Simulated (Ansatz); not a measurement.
**F2 (fluorine): a chain of runs**

Wanted: a series of 8 runs (PBE/splines, PBE/cc-pVDZ, PBE/cc-pVTZ, PBE/cc-pVQZ, PBE/aug-cc-pVTZ, PBE/pcseg-2, PBE/def2-TZVPP, PBE/6-31G*) of F2 (fluorine). 

Program for the calculation: Ansatz 0.2.0.

1 further run of the same task is left out (set aside as unsound or not needed).

## (1) The structure to begin with

F2 has 2 atoms, charge 0, and is taken as a singlet. SMILES: `FF`. The coordinates come from a PBE0-D4/def2-TZVP relaxation.

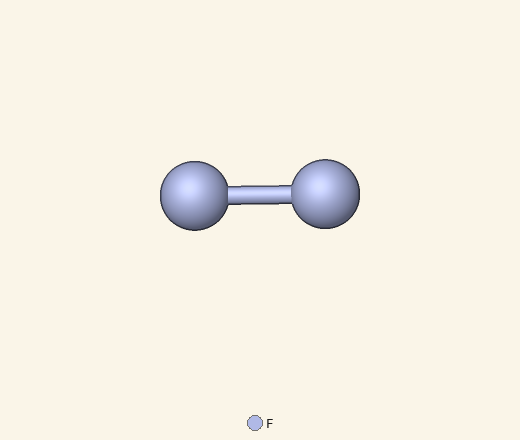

The structure, seen from a chosen angle (fluorine light blue).

## (2) Energy and forces at PBE/splines (accuracy low, spline vacuum 5 angstrom) (run 1)

File input.yaml:

```yaml
crystal:
  periodic: [false, false, false]
  atoms:
    - {symbol: F, position_ang: [-0.583900, 0.212400, -0.295000]}
    - {symbol: F, position_ang: [0.583900, -0.212400, 0.295000]}
basis:
  splines: {vacuum: 5}
hamiltonian:
  xc: pbe
accuracy: low
output:
  forces: true
```

Launch:

```console
$ ansatz run input.yaml --threads 1 --pin off --max-ram 2610MiB --events-out events.jsonl --progress --plain --runs-dir runs
```

The log of the run:

```text
Warning: RAYON_NUM_THREADS=1 ignored (pool sized by the plan → 1); use --threads N
Functional definition: PBE
  name "PBE"
[...]
pass 1: residual 1.62e0 eV of the charge, 0.00e0 eV of the magnetisation, 1.87e0 eV on the atoms, levels' error 7.19e-3 eV, gap 5.21e0 eV (known to 2.40e-1 eV), Harris-Foulkes energy -5427.822942 eV (of the first pass), Kohn-Sham energy not asked for
pass 2: residual 3.96e-1 eV of the charge, 0.00e0 eV of the magnetisation, 4.20e-1 eV on the atoms, levels' error 5.37e-3 eV, gap 4.69e0 eV (known to 3.21e-2 eV), Harris-Foulkes energy -5427.124260 eV (stepped by 6.99e-1 eV), Kohn-Sham energy not asked for
pass 3: residual 2.79e-2 eV of the charge, 0.00e0 eV of the magnetisation, 3.13e-2 eV on the atoms, levels' error 1.83e-3 eV, gap 4.25e0 eV (known to 9.77e-3 eV), Harris-Foulkes energy -5426.931845 eV (stepped by 1.92e-1 eV), Kohn-Sham energy not asked for
pass 4: residual 6.98e-4 eV of the charge, 0.00e0 eV of the magnetisation, 7.13e-4 eV on the atoms, levels' error 1.02e-4 eV, gap 4.14e0 eV (known to 1.64e-3 eV), Harris-Foulkes energy -5426.921402 eV (stepped by 1.04e-2 eV), Kohn-Sham energy not asked for
pass 5: residual 1.04e-4 eV of the charge, 0.00e0 eV of the magnetisation, 1.13e-4 eV on the atoms, levels' error 3.78e-6 eV, gap 4.14e0 eV (known to 3.86e-4 eV), Harris-Foulkes energy -5426.921366 eV (stepped by 3.53e-5 eV), Kohn-Sham energy not asked for
pass 6: residual 2.72e-5 eV of the charge, 0.00e0 eV of the magnetisation, 2.02e-5 eV on the atoms, levels' error 4.04e-7 eV, gap 4.14e0 eV (known to 2.01e-4 eV), Harris-Foulkes energy -5426.921371 eV (stepped by 4.63e-6 eV), Kohn-Sham energy not asked for
pass 7: residual 8.08e-7 eV of the charge, 0.00e0 eV of the magnetisation, 1.25e-6 eV on the atoms, levels' error 6.22e-8 eV, gap 4.14e0 eV (known to 1.06e-4 eV), Harris-Foulkes energy -5426.921380 eV (stepped by 8.55e-6 eV), Kohn-Sham energy not asked for
pass 8: residual 2.01e-7 eV of the charge, 0.00e0 eV of the magnetisation, 3.59e-7 eV on the atoms, levels' error 3.97e-9 eV, gap 4.14e0 eV (known to 8.44e-6 eV), Harris-Foulkes energy -5426.921379 eV (stepped by 1.97e-7 eV), Kohn-Sham energy not asked for
pass 9: residual 2.12e-9 eV of the charge, 0.00e0 eV of the magnetisation, 1.06e-9 eV on the atoms, levels' error 8.96e-10 eV, gap 4.14e0 eV (known to 1.32e-5 eV), Harris-Foulkes energy -5426.921379 eV (stepped by 7.85e-8 eV), Kohn-Sham energy not asked for
pass 10: residual 2.86e-11 eV of the charge, 0.00e0 eV of the magnetisation, 3.61e-11 eV on the atoms, levels' error 2.34e-12 eV, gap 4.14e0 eV (known to 4.54e-7 eV), Harris-Foulkes energy -5426.921379 eV (stepped by 1.71e-9 eV), Kohn-Sham less Harris-Foulkes energy 1.82e-12 eV
Total energy: -5426.921379 eV
Atom 0 at    -0.583900     0.212400    -0.295000 Å, force    -1.205728     0.438363    -0.609934 eV/Å
Atom 1 at     0.583900    -0.212400     0.295000 Å, force     1.205728    -0.438363     0.609934 eV/Å
```

Wall time 10 s (1 thread of Arm Neoverse V2, shared host); peak memory 0.51 GiB.

## (3) Energy and forces at PBE/cc-pVDZ (run 2)

File molecule.yaml:

```yaml
crystal:
  periodic: [false, false, false]
  atoms:
    - {symbol: F, position_ang: [-0.583900, 0.212400, -0.295000]}
    - {symbol: F, position_ang: [0.583900, -0.212400, 0.295000]}
basis:
  gaussian: {orbitals: cc-pVDZ}
hamiltonian: {xc: {name: PBE}}
output: {forces: true, orbitals: {seedname: orbitals}}
```

Launch:

```console
$ ansatz run molecule.yaml --threads 1 --pin off --max-ram 2610MiB --events-out events.jsonl --progress --plain --runs-dir runs
```

The log of the run:

```text
Warning: RAYON_NUM_THREADS=1 ignored (pool sized by the plan → 1); use --threads N
[... 2 set-up lines as earlier in the session ...]
  parameter kappa = 0.804
  parameter beta = 0.06672455060314922
  exchange = pbe_x(kappa = kappa, mu = beta*pi^2/3)
  correlation = pbe_c(beta = beta)
272 factors; their error is unknown
mean field evaluation 1: about -5423.9025 eV, gradient 1.5e1 eV
mean field evaluation 2: about -5424.0798 eV, gradient 8.8e0 eV
mean field evaluation 4: about -5424.1807 eV, gradient 4.4e-1 eV
mean field evaluation 8: about -5424.1565 eV, gradient 4.1e-3 eV
mean field -5424.15649744 eV, -199.3340746556 hartree, gradient 2.8e-6 eV, S^2 0.000000; 0 other end points of the search recorded, 0 dependent functions left out
the calculation of the forces begins
reference -5424.15650122 eV, -199.3340747946 hartree; 9, 9 occupied and 19, 19 virtual orbitals, 272 factors
Total energy: -5424.15650122 eV, -199.3340747946 hartree
Atom 0 at    -0.583900     0.212400    -0.295000 Å, force    -1.628367     0.592336    -0.822689 eV/Å
Atom 1 at     0.583900    -0.212400     0.295000 Å, force     1.628367    -0.592336     0.822689 eV/Å
Dipole moment:     0.000000    -0.000000     0.000000 e Å
```

Wall time 0.24 s (1 thread of Arm Neoverse V2, shared host).

Runs 3 to 7 aren't shown in full; the table further down has their settings and results.

## (4) Energy and gradient at PBE/6-31G(d) (Cartesian functions) (run 8)

File job.yaml:

```yaml
crystal:
  periodic: [false, false, false]
  atoms:
    - symbol: F
      position_ang: [-0.583900, 0.212400, -0.295000]
    - symbol: F
      position_ang: [0.583900, -0.212400, 0.295000]
basis:
  gaussian: {orbitals: "6-31G*"}
hamiltonian: {xc: {name: PBE}}
output: {forces: true, orbitals: {seedname: orbitals}}
```

Launch:

```console
$ ansatz run job.yaml --threads 1 --pin off --max-ram 2610MiB --events-out events.jsonl --progress --plain --runs-dir runs
```

The log of the run, shortened:

```text
Warning: RAYON_NUM_THREADS=1 ignored (pool sized by the plan → 1); use --threads N
[... 6 set-up lines as earlier in the session ...]
256 factors; their error is unknown
mean field evaluation 1: about -5423.5272 eV, gradient 1.3e1 eV
mean field evaluation 2: about -5423.6780 eV, gradient 8.3e0 eV
mean field evaluation 4: about -5423.7823 eV, gradient 3.6e-1 eV
mean field evaluation 8: about -5423.7610 eV, gradient 7.6e-4 eV
mean field -5423.76095543 eV, -199.3195387548 hartree, gradient 5.7e-6 eV, S^2 0.000000; 0 other end points of the search recorded, 0 dependent functions left out
the calculation of the forces begins
reference -5423.76095965 eV, -199.3195389099 hartree; 9, 9 occupied and 21, 21 virtual orbitals, 256 factors
Total energy: -5423.76095965 eV, -199.3195389099 hartree
Atom 0 at    -0.583900     0.212400    -0.295000 Å, force    -1.447427     0.526517    -0.731274 eV/Å
Atom 1 at     0.583900    -0.212400     0.295000 Å, force     1.447427    -0.526517     0.731274 eV/Å
Dipole moment:     0.000000     0.000000     0.000000 e Å
```

Wall time 0.24 s (1 thread of Arm Neoverse V2, shared host).

## (5) The series

| run | level | spline vacuum | accuracy | energy (Eh) | HOMO energy (eV) | LUMO energy (eV) | HOMO–LUMO gap (eV) | wall time |
| --- | --- | --- | --- | --- | --- | --- | --- | --- |
| 1 | PBE/splines (accuracy low, spline vacuum 5 angstrom) | 5 | low | -199.435682 | -9.29 | -5.15 | 4.14 | 10 s |
| 2 | PBE/cc-pVDZ | – | medium | -199.334075 | -8.53 | -4.47 | 4.06 | 0.24 s |
| 3 | PBE/cc-pVTZ | – | medium | -199.408147 | -9.00 | -4.82 | 4.18 | 0.4 s |
| 4 | PBE/cc-pVQZ | – | medium | -199.427475 | -9.15 | -4.99 | 4.16 | 0.77 s |
| 5 | PBE/aug-cc-pVTZ | – | medium | -199.414243 | -9.30 | -5.16 | 4.14 | 0.62 s |
| 6 | PBE/pcseg-2 | – | medium | -199.420477 | -9.28 | -5.12 | 4.15 | 0.42 s |
| 7 | PBE/def2-TZVPP | – | medium | -199.422021 | -9.18 | -5.03 | 4.15 | 0.42 s |
| 8 | PBE/6-31G* (Cartesian functions) | – | medium | -199.319539 | -8.36 | -4.21 | 4.15 | 0.24 s |

## (6) Results

| quantity | value |
| --- | --- |
| run 8, PBE/6-31G*: total energy | -199.31954 Eh |
| run 8, PBE/6-31G*: dipole moment | 0.00 D |
| run 8, PBE/6-31G*: HOMO energy | -8.36 eV |
| run 8, PBE/6-31G*: LUMO energy | -4.21 eV |
| run 8, PBE/6-31G*: HOMO–LUMO gap | 4.15 eV |
| run 8, PBE/6-31G*: largest force on an atom | 1.705 eV/Å |

In words: The HOMO–LUMO gap runs from 4.06 eV (PBE/cc-pVDZ) to 4.18 eV (PBE/cc-pVTZ). All runs together took 14 s, the longest 10 s.
